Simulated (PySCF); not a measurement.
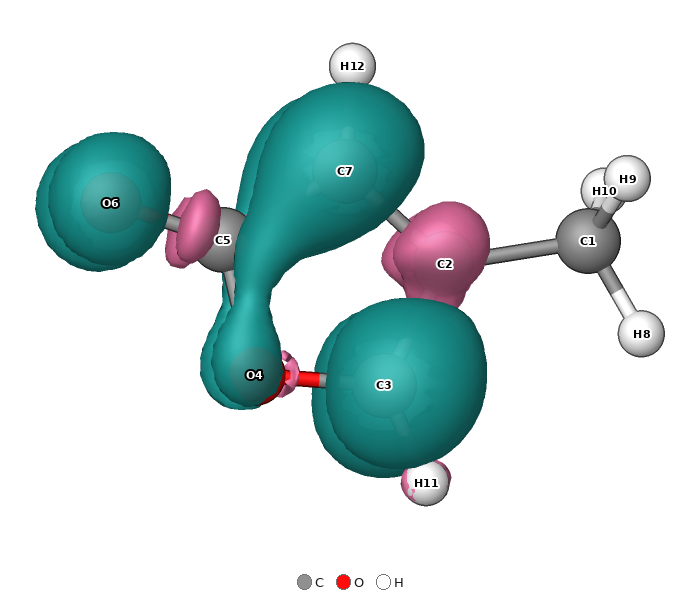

The picture shows: C5H5O2 (doublet). Isosurfaces of the spin density (α minus β) at +0.02 (teal) and −0.02 e/Å³ (pink), seen across its widest extent.

Geometry: GFN2-xTB.

Method: PySCF, UKS B3LYP, pcH-1 on C H O, non-relativistic, mean-field spin-orbit, GIAO.

```xyz
12

C    -1.7487   -0.2224    0.1292
C    -0.2884    0.0133   -0.0190
C     0.3085    1.0143   -0.7790
O     1.6347    0.9767   -0.7193
C     1.9888   -0.0992    0.1208
O     3.1453   -0.3584    0.3491
C     0.7550   -0.6969    0.5538
H    -2.3136    0.5067   -0.4445
H    -2.0365   -0.1503    1.1764
H    -2.0044   -1.2219   -0.2173
H    -0.1409    1.7814   -1.3824
H     0.7014   -1.5441    1.2064
```

Question: Describe the spin distribution.

Answer: The unpaired spin (1 electron) lies mostly on C3 (about 0.3), C7 (about 0.3) and O6 (about 0.2), in electrons by Hirshfeld's partition.
